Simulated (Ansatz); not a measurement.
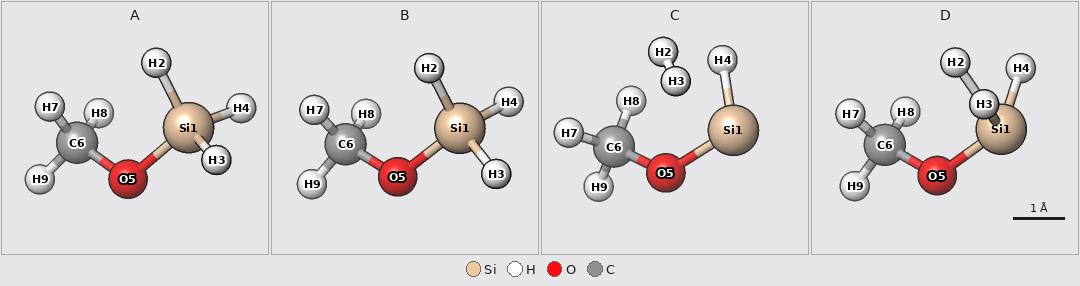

4 geometries from a converged minimum-energy path of CH$_{6}$OSi, shuffled. The picture is a ball-and-stick view, seen at a tilt.

These are results of Ansatz 0.2.0, RKS PBE/cc-pVDZ, not measurements. Settings: 7 movable images; climbing image; force threshold 0.05 eV/Å; iteration limit 60; starting path through a guess of the saddle point.

Which of them lies highest in energy?

D. In order along the path, whose images run from 0 to 8: B (image 1, +0.01 eV), A (image 2, +0.09 eV), D (image 5, +2.41 eV), C (image 7, +1.75 eV). Breaking: Si1–H2 (1.51 → 1.72 at the top → 2.57 Å), Si1–H3 (1.50 → 1.54 at the top → 2.39 Å). Forming: H2–H3 (2.48 → 1.26 at the top → 0.78 Å).

The run took 2.8 min on 1 thread of AMD EPYC 7R43 64-Core Processor (Zen 3), on a shared host, peak memory 0.13 GiB.
